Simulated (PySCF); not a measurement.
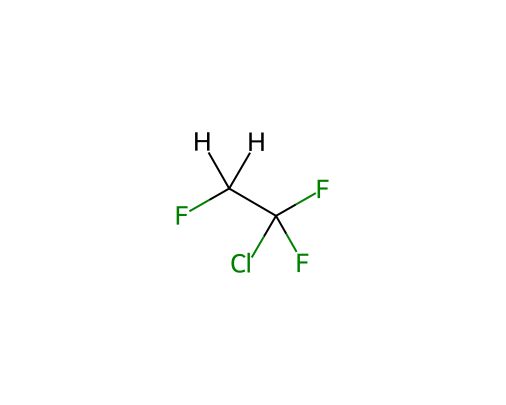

The geometry was computed by an optimisation with PBE0-D3(BJ)/def2-TZVP. No frequency run is at hand to confirm it as a minimum. Program: PySCF 2.14.0.

Tabulate HOMO energy (eV), HOMO–LUMO gap (eV) at these levels: B97-2/pcSseg-2; KT3/pcSseg-2; PBE0/pcSseg-2; WP04/pcSseg-2 in chloroform (IEF-PCM); ωB97X-D/pcSseg-2; ωB97X-D/pcSseg-2 in chloroform (IEF-PCM).

```
                                   level  HOMO energy (eV)  HOMO–LUMO gap (eV)
                          B97-2/pcSseg-2             −9.55                9.45
                            KT3/pcSseg-2             −8.42                7.25
                           PBE0/pcSseg-2             −9.83                9.79
   WP04/pcSseg-2 in chloroform (IEF-PCM)            −10.82                8.48
                        ωB97X-D/pcSseg-2            −11.74               13.58
ωB97X-D/pcSseg-2 in chloroform (IEF-PCM)            −11.62               13.61
```
